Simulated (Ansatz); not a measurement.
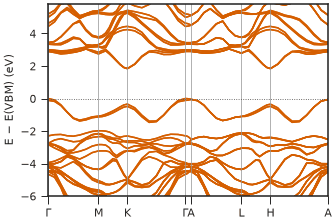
Band structure from r²SCAN+D4 with spin–orbit coupling (plane waves, PAW; program Ansatz)

Task: Read off the gap and where the band edges lie.

Result: About 1.8 eV (1.84 eV by a search for the band edges); maximum at Γ, minimum on the H–K line, 7 % of the way from H.

The material is Si2MoN4 in space group P6_3/mmc (No. 194; Mo on 2c, N on 4f, Si on 4f, N on 4e).

The start of the workflow was typed in or built on a structure type; neither database checked (COD, Materials Project) lists it. Whether it is the stable phase at ambient conditions was not checked. Symmetry was held in the r²SCAN+D4 relaxation; whether a distortion lowers the energy is not shown. The workflow began spin-polarised and lost its moments.

Potentials: the later of the program's two PAW sets.
